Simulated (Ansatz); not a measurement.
# La2PbS4 (I-42d): the host for defect calculations, part 3 of 4

Aim: the runs on the perfect crystal La2PbS4 (I-42d) that a defect calculation needs first.

Ansatz 0.2.0; plane-wave PAW DFT, PBEsol; relaxation of the host's cell and atoms (the session's first sound run).

So far. Step 3 (Dielectric tensors of the host): The principal values of the electronic dielectric tensor are 9.65, 9.97 and 9.97. The principal values of the static dielectric tensor are 35.03, 38.65 and 38.65.

### Step 6. Defect free supercell relaxed from its symmetric sites

This cell, the one that will hold the defects, is built from the relaxed host. Its coarser k-points can move the atoms a little, so it is relaxed from the symmetric sites, as the reference for the test of stability.

This step: plane-wave PAW DFT, PBEsol; relaxation of the defect-free supercell from its symmetric sites (Ansatz 0.2.0).

pristine.symmetric/input.yaml reads:

```yaml
crystal:
  lattice:
    - [0.0, 8.687003546, 8.6461405635]
    - [8.687003546, 0.0, 8.6461405635]
    - [8.687003546, 8.687003546, 0.0]
  atoms:
    - { symbol: La, position: [0.120060898, 0.004939102, 0.129939102] }
    - { symbol: La, position: [0.370060898, 0.254939102, 0.379939102] }
    - { symbol: La, position: [0.620060898, 0.504939102, 0.629939102] }
    - { symbol: La, position: [0.870060898, 0.754939102, 0.879939102] }
    - { symbol: La, position: [0.004939102, 0.120060898, 0.745060898] }
    - { symbol: La, position: [0.254939102, 0.370060898, 0.995060898] }
    - { symbol: La, position: [0.504939102, 0.620060898, 0.245060898] }
    - { symbol: La, position: [0.754939102, 0.870060898, 0.495060898] }
    - { symbol: La, position: [0.245060898, 0.629939102, 0.620060898] }
    - { symbol: La, position: [0.495060898, 0.879939102, 0.870060898] }
    - { symbol: La, position: [0.745060898, 0.129939102, 0.120060898] }
    - { symbol: La, position: [0.995060898, 0.379939102, 0.370060898] }
    - { symbol: La, position: [0.129939102, 0.745060898, 0.004939102] }
    - { symbol: La, position: [0.379939102, 0.995060898, 0.254939102] }
    - { symbol: La, position: [0.629939102, 0.245060898, 0.504939102] }
    - { symbol: La, position: [0.879939102, 0.495060898, 0.754939102] }
    - { symbol: Pb, position: [0.125, 0.625, 0.375] }
    - { symbol: Pb, position: [0.375, 0.875, 0.625] }
    - { symbol: Pb, position: [0.625, 0.125, 0.875] }
    - { symbol: Pb, position: [0.875, 0.375, 0.125] }
    - { symbol: Pb, position: [0.0, 0.0, 0.5] }
    - { symbol: Pb, position: [0.25, 0.25, 0.75] }
    - { symbol: Pb, position: [0.5, 0.5, 0.0] }
    - { symbol: Pb, position: [0.75, 0.75, 0.25] }
    - { symbol: S, position: [0.2208291505, 0.9733744934, 0.8555943188] }
    - { symbol: S, position: [0.4708291505, 0.2233744934, 0.1055943188] }
    - { symbol: S, position: [0.7208291505, 0.4733744934, 0.3555943188] }
    - { symbol: S, position: [0.9708291505, 0.7233744934, 0.6055943188] }
    - { symbol: S, position: [0.2305943188, 0.8252020373, 0.3458291505] }
    - { symbol: S, position: [0.4805943188, 0.0752020373, 0.5958291505] }
    - { symbol: S, position: [0.7305943188, 0.3252020373, 0.8458291505] }
    - { symbol: S, position: [0.9805943188, 0.5752020373, 0.0958291505] }
    - { symbol: S, position: [0.0752020373, 0.4805943188, 0.8483744934] }
    - { symbol: S, position: [0.3252020373, 0.7305943188, 0.0983744934] }
    - { symbol: S, position: [0.5752020373, 0.9805943188, 0.3483744934] }
    - { symbol: S, position: [0.8252020373, 0.2305943188, 0.5983744934] }
    - { symbol: S, position: [0.0983744934, 0.8458291505, 0.7305943188] }
    - { symbol: S, position: [0.3483744934, 0.0958291505, 0.9805943188] }
    - { symbol: S, position: [0.5983744934, 0.3458291505, 0.2305943188] }
    - { symbol: S, position: [0.8483744934, 0.5958291505, 0.4805943188] }
    - { symbol: S, position: [0.1055943188, 0.2002020373, 0.2233744934] }
    - { symbol: S, position: [0.3555943188, 0.4502020373, 0.4733744934] }
    - { symbol: S, position: [0.6055943188, 0.7002020373, 0.7233744934] }
    - { symbol: S, position: [0.8555943188, 0.9502020373, 0.9733744934] }
    - { symbol: S, position: [0.0958291505, 0.3483744934, 0.5752020373] }
    - { symbol: S, position: [0.3458291505, 0.5983744934, 0.8252020373] }
    - { symbol: S, position: [0.5958291505, 0.8483744934, 0.0752020373] }
    - { symbol: S, position: [0.8458291505, 0.0983744934, 0.3252020373] }
    - { symbol: S, position: [0.2002020373, 0.1055943188, 0.4708291505] }
    - { symbol: S, position: [0.4502020373, 0.3555943188, 0.7208291505] }
    - { symbol: S, position: [0.7002020373, 0.6055943188, 0.9708291505] }
    - { symbol: S, position: [0.9502020373, 0.8555943188, 0.2208291505] }
    - { symbol: S, position: [0.2233744934, 0.4708291505, 0.2002020373] }
    - { symbol: S, position: [0.4733744934, 0.7208291505, 0.4502020373] }
    - { symbol: S, position: [0.7233744934, 0.9708291505, 0.7002020373] }
    - { symbol: S, position: [0.9733744934, 0.2208291505, 0.9502020373] }
basis:
  ecutwfc: 420
  xc_grid: 2
hamiltonian:
  xc: pbesol
kpoints:
  mp_grid: { grid: [1, 1, 1], shift: [0.25, 0.25, 0.25] }
scf:
  occupations: { method: fermi_dirac, width: 0.01 }
  max_iter: 80
output:
  forces: true
relax:
  f_tol: 0.01
  max_steps: 60
  escape_saddle: false
checkpoint:
  write: "../pristine.symmetric.run"
  compress: false
  write_wavefunctions: false
  write_every: 100000
```

Launch:

```console
$ ansatz run input.yaml --threads 4 --pin off --max-ram 7536MiB --backend cpu --events-out ev --progress --plain --runs-dir out
```

Numbers of over 12 decimals in the logs are rounded to 6 here.

The log of the run:

```text
[...]
Crystal: 56 atoms, lattice volume = 1304.945 Å³
Basis set: ecut = 420 eV, 25557 PW (Γ), exchange–correlation on 180×180×180 points (8 copies of the dense FFT grid, shifted against one another)
Bands: 296, of which v1, the nominal top of the filled ones, is band 240 counted from 1 (239 counted from 0)
Symmetry: 8 space group operations
k-points: 1
[...]
SCF iter   1: F=—  HF=-221035.039238 eV  |F-HF|=—  |Δ(HF+E_count)|=         —  Δρ=5.63e-3  dr2=6.01e-1  ethr=1.77e-3  ⟨swp⟩=10.0  Hψ=1517  notcnv=0  defer=12
[...]
SCF iter   6: F=-221034.914729 eV  HF=-221034.914731 eV  |F-HF|=1.19e-6  |Δ(HF+E_count)|=   4.81e-6  Δρ=9.12e-6  dr2=2.43e-6  ethr=5.21e-10  ⟨swp⟩=5.0  Hψ=1075  notcnv=0
SCF 1 converged in 6 iterations: F = -221034.914729 eV  dr2 = 2.43e-6
[...]
relax step   1: F+E_penalty+E_count = -221034.91472934 eV  Δ(F+E_penalty+E_count) = +0.000e0 eV  max|allowed force component| = 5.557e-2 eV/Å  Δτ_max = 0.0000 Å  (6 SCF iters, dr2 threshold 2.50e-6 eV, accepted)
[...]
relax step   2: F+E_penalty+E_count = -221034.91181411 eV  Δ(F+E_penalty+E_count) = +2.915e-3 eV  max|allowed force component| = 6.156e-2 eV/Å  Δτ_max = 0.0203 Å  (6 SCF iters, dr2 threshold 1.93e-7 eV, rejected (line search))
SCF iter   1: F=—  HF=-221034.921229 eV  |F-HF|=—  |Δ(HF+E_count)|=         —  Δρ=5.08e-4  dr2=4.60e-3  ethr=1.11e-5  ⟨swp⟩=6.0  Hψ=743  notcnv=0  defer=47
[...]
SCF iter   6: F=-221034.920855 eV  HF=-221034.920855 eV  |F-HF|=6.58e-9  |Δ(HF+E_count)|=   3.63e-8  Δρ=7.08e-7  dr2=1.13e-8  ethr=2.08e-11  ⟨swp⟩=4.0  Hψ=1018  notcnv=0
SCF 3 converged in 6 iterations: F = -221034.920855 eV  dr2 = 1.13e-8
relax step   3: F+E_penalty+E_count = -221034.92085519 eV  Δ(F+E_penalty+E_count) = -6.126e-3 eV  max|allowed force component| = 9.997e-3 eV/Å  Δτ_max = 0.0099 Å  (6 SCF iters, accepted)
SCF converged after 6 iterations
Free energy (F): -221034.920855 eV
[...]
Internal energy: -221034.920855 eV  (E = F + TS)
E sigma→0 (E₀):  -221034.920855 eV
Fermi energy:    10.342922 eV
[...]
--- Forces (eV/Å), atoms counted from 1 ---
  atom   1  La     0.00079668    -0.00761916    -0.00008821
  atom   2  La     0.00079668    -0.00761916    -0.00008821
  atom   3  La     0.00079668    -0.00761916    -0.00008821
  atom   4  La     0.00079668    -0.00761916    -0.00008821
  atom   5  La     0.00028883     0.00781357     0.00415897
  atom   6  La     0.00028883     0.00781357     0.00415897
  atom   7  La     0.00028883     0.00781357     0.00415897
  atom   8  La     0.00028883     0.00781357     0.00415897
  atom   9  La     0.00781357     0.00028883     0.00415897
  atom  10  La     0.00781357     0.00028883     0.00415897
  atom  11  La     0.00781357     0.00028883     0.00415897
  atom  12  La     0.00781357     0.00028883     0.00415897
  atom  13  La    -0.00761916     0.00079668    -0.00008821
  atom  14  La    -0.00761916     0.00079668    -0.00008821
  atom  15  La    -0.00761916     0.00079668    -0.00008821
  atom  16  La    -0.00761916     0.00079668    -0.00008821
  atom  17  Pb    -0.00094068    -0.00051583     0.00789544
  atom  18  Pb    -0.00094068    -0.00051583     0.00789544
  atom  19  Pb    -0.00094068    -0.00051583     0.00789544
  atom  20  Pb    -0.00094068    -0.00051583     0.00789544
  atom  21  Pb    -0.00051583    -0.00094068     0.00789544
  atom  22  Pb    -0.00051583    -0.00094068     0.00789544
  atom  23  Pb    -0.00051583    -0.00094068     0.00789544
  atom  24  Pb    -0.00051583    -0.00094068     0.00789544
  atom  25  S      0.00160496     0.00287807     0.00202727
  atom  26  S      0.00160496     0.00287807     0.00202727
  atom  27  S      0.00160496     0.00287807     0.00202727
  atom  28  S      0.00160496     0.00287807     0.00202727
  atom  29  S      0.00276525    -0.00201345     0.00292781
  atom  30  S      0.00276525    -0.00201345     0.00292781
  atom  31  S      0.00276525    -0.00201345     0.00292781
  atom  32  S      0.00276525    -0.00201345     0.00292781
  atom  33  S     -0.00336244     0.00307653    -0.00691968
  atom  34  S     -0.00336244     0.00307653    -0.00691968
  atom  35  S     -0.00336244     0.00307653    -0.00691968
  atom  36  S     -0.00336244     0.00307653    -0.00691968
  atom  37  S      0.00287807     0.00160496     0.00202727
  atom  38  S      0.00287807     0.00160496     0.00202727
  atom  39  S      0.00287807     0.00160496     0.00202727
  atom  40  S      0.00287807     0.00160496     0.00202727
[...]
atom  45  S     -0.00089352    -0.00387809    -0.00999591
  atom  46  S     -0.00089352    -0.00387809    -0.00999591
  atom  47  S     -0.00089352    -0.00387809    -0.00999591
  atom  48  S     -0.00089352    -0.00387809    -0.00999591
  atom  49  S     -0.00201345     0.00276525     0.00292781
  atom  50  S     -0.00201345     0.00276525     0.00292781
  atom  51  S     -0.00201345     0.00276525     0.00292781
  atom  52  S     -0.00201345     0.00276525     0.00292781
  atom  53  S     -0.00387809    -0.00089352    -0.00999591
  atom  54  S     -0.00387809    -0.00089352    -0.00999591
  atom  55  S     -0.00387809    -0.00089352    -0.00999591
  atom  56  S     -0.00387809    -0.00089352    -0.00999591
  max |Σ_I F_I| component: 4.56e-5 eV/Å
--- Relaxed structure (3 steps of the walk, 2 accepted, 0 SCFs on fresh bases) ---
  F+E_penalty+E_count = -221034.92085519 eV   max|allowed force component| = 9.997e-3 eV/Å
  atoms:
    - { symbol: La, position: [0.119772, 0.005398, 0.129741] }
    - { symbol: La, position: [0.369772, 0.255398, 0.379741] }
    - { symbol: La, position: [0.619772, 0.505398, 0.629741] }
    - { symbol: La, position: [0.869772, 0.755398, 0.879741] }
    - { symbol: La, position: [0.005470, 0.119731, 0.745179] }
    - { symbol: La, position: [0.255470, 0.369731, 0.995179] }
    - { symbol: La, position: [0.505470, 0.619731, 0.245179] }
    - { symbol: La, position: [0.755470, 0.869731, 0.495179] }
    - { symbol: La, position: [0.244731, 0.630470, 0.620179] }
    - { symbol: La, position: [0.494731, 0.880470, 0.870179] }
    - { symbol: La, position: [0.744731, 0.130470, 0.120179] }
    - { symbol: La, position: [0.994731, 0.380470, 0.370179] }
    - { symbol: La, position: [0.130398, 0.744772, 0.004741] }
    - { symbol: La, position: [0.380398, 0.994772, 0.254741] }
    - { symbol: La, position: [0.630398, 0.244772, 0.504741] }
    - { symbol: La, position: [0.880398, 0.494772, 0.754741] }
    - { symbol: Pb, position: [0.125081, 0.624954, 0.374914] }
    - { symbol: Pb, position: [0.375081, 0.874954, 0.624914] }
    - { symbol: Pb, position: [0.625081, 0.124954, 0.874914] }
    - { symbol: Pb, position: [0.875081, 0.374954, 0.124914] }
    - { symbol: Pb, position: [-4.604013869396398e-5, 8.073836565670241e-5, 0.499914] }
    - { symbol: Pb, position: [0.249954, 0.250081, 0.749914] }
    - { symbol: Pb, position: [0.499954, 0.500081, -8.621432842226273e-5] }
    - { symbol: Pb, position: [0.749954, 0.750081, 0.249914] }
    - { symbol: S, position: [0.220913, 0.973235, 0.855949] }
    - { symbol: S, position: [0.470913, 0.223235, 0.105949] }
    - { symbol: S, position: [0.720913, 0.473235, 0.355949] }
    - { symbol: S, position: [0.970913, 0.723235, 0.605949] }
    - { symbol: S, position: [0.230841, 0.825609, 0.345466] }
    - { symbol: S, position: [0.480841, 0.075609, 0.595466] }
    - { symbol: S, position: [0.730841, 0.325609, 0.845466] }
    - { symbol: S, position: [0.980841, 0.575609, 0.095466] }
    - { symbol: S, position: [0.075323, 0.480463, 0.848439] }
    - { symbol: S, position: [0.325323, 0.730463, 0.098439] }
    - { symbol: S, position: [0.575323, 0.980463, 0.348439] }
    - { symbol: S, position: [0.825323, 0.230463, 0.598439] }
    - { symbol: S, position: [0.098235, 0.845913, 0.730949] }
    - { symbol: S, position: [0.348235, 0.095913, 0.980949] }
    - { symbol: S, position: [0.598235, 0.345913, 0.230949] }
    - { symbol: S, position: [0.848235, 0.595913, 0.480949] }
    - { symbol: S, position: [0.105463, 0.200323, 0.223439] }
    - { symbol: S, position: [0.355463, 0.450323, 0.473439] }
    - { symbol: S, position: [0.605463, 0.700323, 0.723439] }
    - { symbol: S, position: [0.855463, 0.950323, 0.973439] }
    - { symbol: S, position: [0.095209, 0.348002, 0.575313] }
    - { symbol: S, position: [0.345209, 0.598002, 0.825313] }
    - { symbol: S, position: [0.595209, 0.848002, 0.075313] }
    - { symbol: S, position: [0.845209, 0.098002, 0.325313] }
    - { symbol: S, position: [0.200609, 0.105841, 0.470466] }
    - { symbol: S, position: [0.450609, 0.355841, 0.720466] }
    - { symbol: S, position: [0.700609, 0.605841, 0.970466] }
    - { symbol: S, position: [0.950609, 0.855841, 0.220466] }
    - { symbol: S, position: [0.223002, 0.470209, 0.200313] }
    - { symbol: S, position: [0.473002, 0.720209, 0.450313] }
    - { symbol: S, position: [0.723002, 0.970209, 0.700313] }
    - { symbol: S, position: [0.973002, 0.220209, 0.950313] }
```

Wall time 52 s (4 threads of Arm Neoverse V1, shared host); peak memory 2.5 GiB; 3.3 min of CPU time.

Step by step:

```tsv
step	energy less that of the first step (eV)	largest force component (eV/Å)
1	0.0000	0.0556
2	0.0029	0.0616
3	-0.0061	0.0100
```

Relaxation step 2 was tried and not accepted.

The run keeps the 8 symmetry operations that it works with, so distortions that break them were not tested.

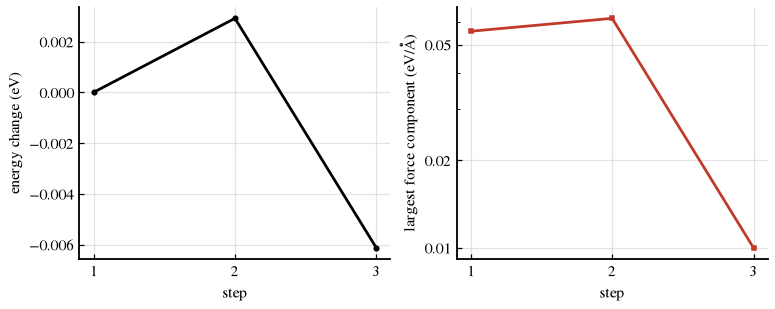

Energy and largest force along the relaxation.

From the first step to the last the energy fell by 0.006 eV, and the largest move was 0.010 Å (S46 and 7 other atoms alike).

(Part 3 of 4 ends here.)

[Logs are printed without paths, hosts, clocks, repeated set-up lines and the standing remarks that a program may print on its own settings, such as how far it seeks lower states.]

[Hosts, paths, dates, database ids (printed as entryN), source tags and the programs' standing remarks are cut or masked in the printed files.]

[Runs of the host that timed out are not shown.]

[For some hosts the program warned that the k-mesh of the response run may be too coarse for force constants and the static dielectric constant; such warnings are not always shown.]
